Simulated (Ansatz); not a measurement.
# CdH2 (model cell, started as CdI2 type): phonons and vibrational spectra

Wanted: phonon frequencies of CdH2 (model cell, started as CdI2 type) and what follows from them.

Program: Ansatz 0.2.0. Level of theory: DFT PBEsol, scalar-relativistic, plane waves, PAW. Results are calculated unless marked as measured.

The structure was built from a prototype and need not be the compound's stable phase.

## 1. Starting point

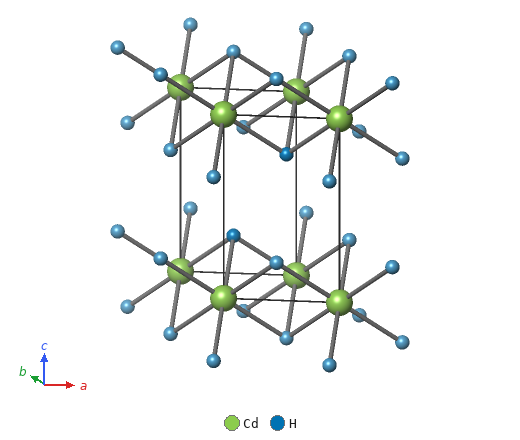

Start, viewed slightly off an axis; cadmium green, hydrogen blue. Some periodic images of atoms are drawn too.

## 2. Rough relaxation

The start is far from rest, so a relaxation with loose tolerances brings it close first.

Input file input.yaml:

```yaml
crystal:
  lattice:
    - [3.4075, 0.0, 0.0]
    - [-1.70375, 2.95098, 0.0]
    - [0.0, 0.0, 5.52015]
  atoms:
    - { symbol: Cd, position: [0.0, 0.0, 0.0] }
    - { symbol: H, position: [0.333333, 0.666667, 0.25] }
    - { symbol: H, position: [0.666667, 0.333333, 0.75] }
kpoints:
  mp_grid: { grid: [6, 6, 4] }
hamiltonian:
  xc: pbesol
scf:
  occupations: { method: gaussian, width: 0.1 }
output:
  forces: true
  stress: true
  eigenvalues: true
relax:
  adjacent_minimum: "off"
  f_tol: 0.05
  max_steps: 80
  cell: { stress_tol: 0.5 }
```

On the command line:

```console
ansatz run input.yaml --threads 4 --pin off --max-ram 7168MiB --backend cpu --events-out ev --progress --plain --runs-dir out
```

Numbers of over 12 decimals in the logs are rounded to 6 here.

Output:

```text
[...]
F+E_penalty+E_count = -8214.16587958 eV   max|allowed force component| = 2.916e-2 eV/Å   (the final SCF, on the basis selected at the relaxed cell)
  cell:  # Å, volume = 43.9296 Å³
    - [3.109872, 0, 0]
    - [-1.554936, 2.693229, 0]
    - [0, 0, 5.244950]
  atoms:
    - { symbol: Cd, position: [0, 0, 0] }
    - { symbol: H, position: [0.333333, 0.666667, 0.193505] }
    - { symbol: H, position: [0.666667, 0.333333, 0.806495] }
[key lines of the parts left out:]
SCF converged after 5 iterations
Free energy (F): -8214.165880 eV
Fermi energy:    5.264839 eV
P = ⅓ Tr σ = 0.0372 GPa (0.372 kbar)
```

Wall time 1.5 s (4 threads of Intel Xeon 6975P-C (Granite Rapids), shared host); peak memory 0.35 GiB.

Step by step:

| step | energy less that of the first step (eV) | largest force component (eV/Å) | pressure (GPa) | volume (Å³) |
| --- | --- | --- | --- | --- |
| 1 | 0.0000 | 1.1508 | -10.15 | 55.51 |
| 2 | -0.6717 | 0.6145 | -6.82 | 49.72 |
| 3 | -0.8972 | 0.0285 | 0.09 | 43.93 |
| 4* | -0.8934 | 0.0292 | 0.04 | 43.93 |

Relaxation steps marked * repeat the geometry before them on a plane-wave basis chosen anew for their cell, so energy and pressure can jump there.

Forces are held to the 12 operations that the run works with; a distortion that breaks them can't arise in this run.

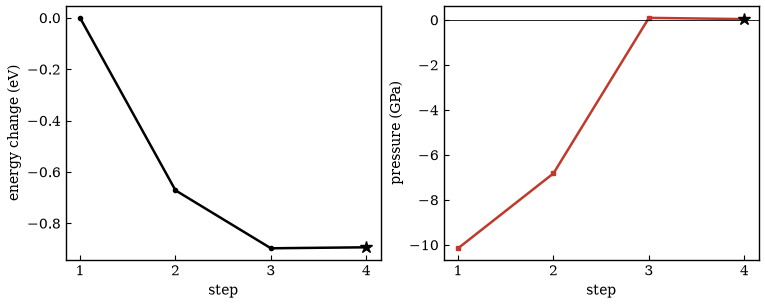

Energy and pressure along the relaxation. Stars mark steps on a basis chosen anew.

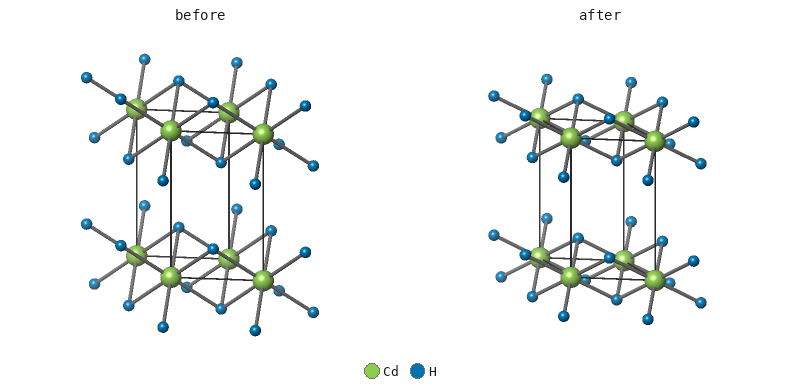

The structure before and after the relaxation, drawn at the same scale.

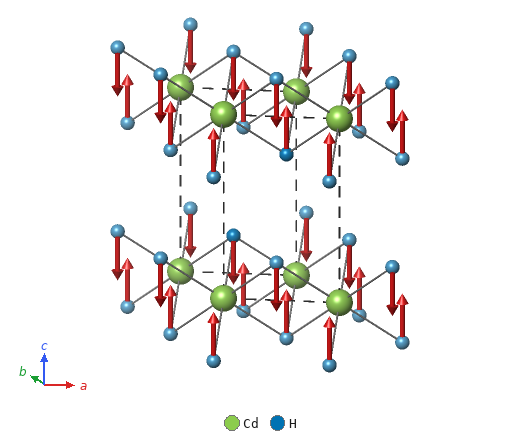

Displacements in the relaxation, exaggerated, measured against the changing cell; the longest in the cell stands for 0.30 Å. Some periodic images of atoms are drawn too.

| conventional cell, symmetrised | before | after | change |
| --- | --- | --- | --- |
| a (Å) | 3.407 | 3.110 | -8.7 % |
| b (Å) | 3.407 | 3.110 | -8.7 % |
| c (Å) | 5.520 | 5.245 | -5.0 % |
| volume (Å³/atom) | 18.50 | 14.64 | -20.9 % |

The atoms that moved most (Å, as changes of fractional coordinates times the final cell):

| atom | dx | dy | dz | length |
| --- | --- | --- | --- | --- |
| H3 | 0.000 | 0.000 | 0.296 | 0.296 |
| H2 | 0.000 | 0.000 | -0.296 | 0.296 |

Final coordinates:

```
Cd H
1.0
     3.10987    0.00000    0.00000
    -1.55494    2.69323    0.00000
     0.00000    0.00000    5.24495
Cd H
1 2
Direct
  0.00000 0.00000 0.00000
  0.33333 0.66667 0.19350
  0.66667 0.33333 0.80650
```

A gap read on the k-mesh alone can miss the band edges.

This step gave:

| Quantity | Value |
| --- | --- |
| pressure | 0.03723 GPa |
| gap on the k-mesh | 1.849 eV |
| volume per atom | 14.64 Å³ |
| direct gap on mesh | 2.840 eV |

In this step the volume went from 18.50 to 14.64 Å³/atom.

## 3. Relaxation

The cell and atoms are relaxed, since residual forces and stress would shift the frequencies.

Input file input.yaml:

```yaml
crystal:
  lattice:
    - [3.1098724919, 0.0, 0.0]
    - [-1.554936246, 2.6932285805, 0.0]
    - [0.0, 0.0, 5.2449499086]
  atoms:
    - { symbol: Cd, position: [0.0, 0.0, 0.0] }
    - { symbol: H, position: [0.3333333333, 0.6666666667, 0.1935047494] }
    - { symbol: H, position: [0.6666666667, 0.3333333333, 0.8064952506] }
kpoints:
  mp_grid: { grid: [9, 9, 6] }
hamiltonian:
  xc: pbesol
scf:
  occupations: { method: gaussian, width: 0.02 }
output:
  forces: true
  stress: true
  eigenvalues: true
relax:
  adjacent_minimum: "off"
  f_tol: 0.005
  max_steps: 80
  cell: { stress_tol: 0.05 }
```

Output:

```text
[...]
Crystal: 3 atoms, lattice volume = 43.930 Å³
Basis set: ecut = 420 eV, 881 PW (Γ), exchange–correlation on 48×48×72 points (8 copies of the dense FFT grid, shifted against one another)
Bands: 15, of which v1, the nominal top of the filled ones, is band 11 counted from 1 (10 counted from 0)
Symmetry: 12 space group operations
[...]
k-points: 62 of 486
[...]
--- Relaxed structure (12 steps of the walk, 12 accepted, 2 SCFs on fresh bases) ---
[...]
cell:  # Å, volume = 36.8293 Å³
    - [3.103423, 2.880760462109595e-11, 0]
    - [-1.551712, 2.687643, 1.5968506309635917e-17]
    - [0, 3.109799751677947e-17, 4.415510]
  atoms:
    - { symbol: Cd, position: [0, 0, -5.236743060455821e-19] }
    - { symbol: H, position: [0.333333, 0.666667, 0.233193] }
    - { symbol: H, position: [0.666667, 0.333333, 0.766807] }
[key lines of the parts left out:]
SCF converged after 4 iterations
Free energy (F): -8214.187252 eV
Fermi energy:    7.337023 eV
P = ⅓ Tr σ = 0.0018 GPa (0.018 kbar)
```

The job ended after 6.6 s (4 threads; peak memory 0.4 GiB; 18 s of CPU time).

Step by step:

| step | energy less that of the first step (eV) | largest force component (eV/Å) | pressure (GPa) | volume (Å³) |
| --- | --- | --- | --- | --- |
| 1 | 0.0000 | 0.0359 | 0.02 | 43.93 |
| 2 | -0.0004 | 0.0562 | -0.40 | 43.40 |
| 3 | -0.0018 | 0.0121 | -0.19 | 43.32 |
| 4 | -0.0036 | 0.0158 | -0.05 | 42.71 |
| 5 | -0.0094 | 0.0567 | 0.17 | 40.62 |
| 6 | -0.0151 | 0.0681 | 0.31 | 38.48 |
| 7 | -0.0157 | 0.0170 | -0.84 | 38.11 |
| 8 | -0.0179 | 0.0237 | 0.30 | 36.20 |
| 9 | -0.0185 | 0.0023 | 0.02 | 36.92 |
| 10 | -0.0185 | 0.0002 | 0.01 | 37.08 |
| 11 | -0.0184 | 0.0002 | 0.00 | 37.16 |
| 12* | -0.0161 | 0.0005 | -0.05 | 37.16 |
| 13 | -0.0164 | 0.0002 | 0.00 | 36.83 |
| 14* | -0.0161 | 0.0002 | 0.00 | 36.83 |

Relaxation steps marked * repeat the geometry before them on a plane-wave basis chosen anew for their cell, so energy and pressure can jump there.

Forces are held to the 12 operations that the run works with; a distortion that breaks them can't arise in this run.

| cell as run | before | after | change |
| --- | --- | --- | --- |
| a (Å) | 3.110 | 3.103 | -0.2 % |
| b (Å) | 3.110 | 3.103 | -0.2 % |
| c (Å) | 5.245 | 4.416 | -15.8 % |
| volume (Å³/atom) | 14.64 | 12.28 | -16.2 % |

The atoms that moved most (Å, as changes of fractional coordinates times the final cell):

| atom | dx | dy | dz | length |
| --- | --- | --- | --- | --- |
| H3 | 0.000 | 0.000 | -0.175 | 0.175 |
| H2 | 0.000 | 0.000 | 0.175 | 0.175 |

Final coordinates:

```
Cd H
1.0
     3.10342    0.00000    0.00000
    -1.55171    2.68764    0.00000
     0.00000    0.00000    4.41551
Cd H
1 2
Direct
  0.00000 0.00000 0.00000
  0.33333 0.66667 0.23319
  0.66667 0.33333 0.76681
```

Numbers from this step:

| Item | Value |
| --- | --- |
| pressure | 0.001803 GPa |
| gap on the k-mesh | 1.070 eV |
| volume per atom | 12.28 Å³ |
| direct gap on mesh | 2.698 eV |

In this step the volume went from 14.64 to 12.28 Å³/atom.

## 4. Bringing the structure to rest

The relaxation is repeated from its end on the same settings, as a check that it has come to rest.

input.yaml, the sections that differ from step 3:

```yaml
crystal:
  lattice:
    - [3.1034231172, 0.0, 0.0]
    - [-1.5517115586, 2.6876432582, 0.0]
    - [0.0, 0.0, 4.4155095098]
  atoms:
    - { symbol: Cd, position: [0.0, 0.0, 0.0] }
    - { symbol: H, position: [0.3333333333, 0.6666666667, 0.2331933751] }
    - { symbol: H, position: [0.6666666667, 0.3333333333, 0.7668066249] }
output:
  forces: true
  stress: true
  eigenvalues: true
  write_density: true
  write_potential: true
  elf: true
  volumetric_format: npy
# kpoints, hamiltonian, scf, relax: as in step 3
```

Output:

```text
[...]
Crystal: 3 atoms, lattice volume = 36.829 Å³
Basis set: ecut = 420 eV, 699 PW (Γ), exchange–correlation on 48×48×60 points (8 copies of the dense FFT grid, shifted against one another)
Bands: 15, of which v1, the nominal top of the filled ones, is band 11 counted from 1 (10 counted from 0)
Symmetry: 12 space group operations
[...]
k-points: 62 of 486
[...]
--- Relaxed structure (1 steps of the walk, 1 accepted, 1 SCFs on fresh bases) ---
[...]
cell:  # Å, volume = 36.8293 Å³
    - [3.103423, 0.0, 0.0]
    - [-1.551712, 2.687643, 0.0]
    - [0.0, 0.0, 4.4155095098]
  atoms:
    - { symbol: Cd, position: [0.0, 0.0, 0.0] }
    - { symbol: H, position: [0.333333, 0.666667, 0.233193] }
    - { symbol: H, position: [0.666667, 0.333333, 0.766807] }
[key lines of the parts left out:]
SCF converged after 4 iterations
Free energy (F): -8214.187252 eV
Fermi energy:    7.337027 eV
P = ⅓ Tr σ = 0.0018 GPa (0.018 kbar)
```

Run time: 1.1 s. Hardware: 4 threads; peak memory 0.37 GiB; 2.7 s of CPU time.

Little changed from the start: no atom moved by 0.005 Å and no cell edge by 0.1 %.

Numbers from this step:

```yaml
pressure: 0.001805 GPa
```

In this step the volume went from 12.28 to 12.28 Å³/atom.

## 5. Tight relaxation

Phonons need a cell at rest on their own settings, so the relaxation is repeated with tight tolerances on forces and stress on the k mesh and occupations of the first response run.

input.yaml, the sections that differ from step 4:

```yaml
scf:
  occupations: { method: fixed }
output:
  forces: true
  stress: true
  eigenvalues: true
relax:
  adjacent_minimum: "off"
  f_tol: 0.001
  max_steps: 60
  cell: { stress_tol: 0.01 }
# crystal, kpoints, hamiltonian: as in step 4
```

Output:

```text
[...]
Crystal: 3 atoms, lattice volume = 36.829 Å³
Basis set: ecut = 420 eV, 699 PW (Γ), exchange–correlation on 48×48×60 points (8 copies of the dense FFT grid, shifted against one another)
Bands: 15, of which v1, the nominal top of the filled ones, is band 11 counted from 1 (10 counted from 0)
Symmetry: 12 space group operations
[...]
k-points: 62 of 486
[...]
--- Relaxed structure (1 steps of the walk, 1 accepted, 1 SCFs on fresh bases) ---
[...]
cell:  # Å, volume = 36.8293 Å³
    - [3.103423, 0.0, 0.0]
    - [-1.551712, 2.687643, 0.0]
    - [0.0, 0.0, 4.4155095098]
  atoms:
    - { symbol: Cd, position: [0.0, 0.0, 0.0] }
    - { symbol: H, position: [0.333333, 0.666667, 0.233193] }
    - { symbol: H, position: [0.666667, 0.333333, 0.766807] }
[key lines of the parts left out:]
SCF converged after 6 iterations
Free energy (F): -8214.187252 eV
Fermi energy:    6.801969 eV
P = ⅓ Tr σ = 0.0018 GPa (0.018 kbar)
```

Elapsed: 1.1 s, on 4 threads; peak memory 0.35 GiB; 2.7 s of CPU time.

Little changed from the start: no atom moved by 0.005 Å and no cell edge by 0.1 %.

Numbers from this step:

```yaml
pressure: 0.001803 GPa
```

The largest force component left is 0.20 meV/Å and the pressure is 0.002 GPa, within the tolerances set. The cell now holds 12.28 Å³/atom.

(Continued in part 2 of 3.)

[Logs are printed without paths, hosts, clocks, repeated set-up lines and the standing remarks that a program may print on its own settings, such as how far it seeks lower states.]

[Hosts, paths, dates, database ids (printed as entryN), source tags and the programs' standing remarks are cut or masked in the printed files.]
